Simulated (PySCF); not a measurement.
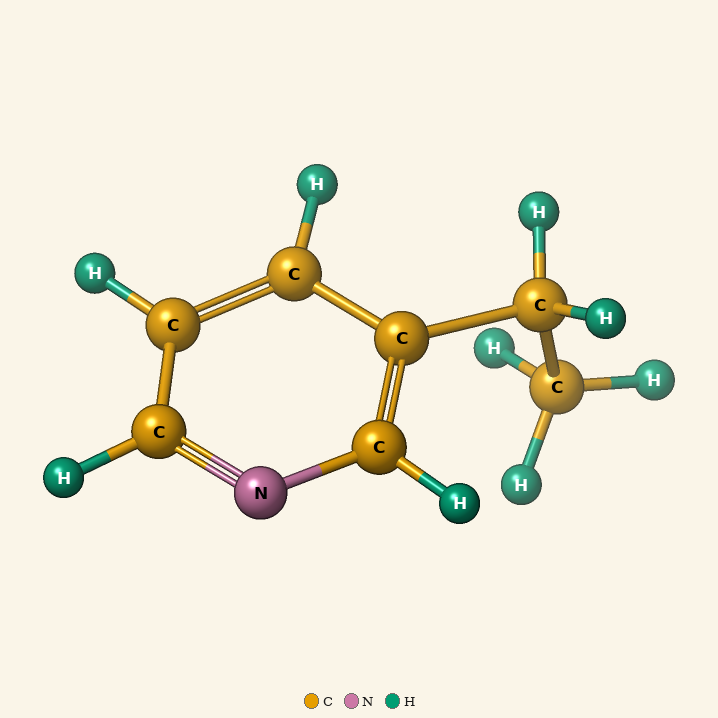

Orthographic view. Atoms fade into the background with distance from the viewer. Geometry: a frame of a GFN2-xTB molecular-dynamics simulation, not a minimum.

Write the InChI string.

Answer. InChI=1S/C7H9N/c1-2-7-4-3-5-8-6-7/h3-6H,2H2,1H3
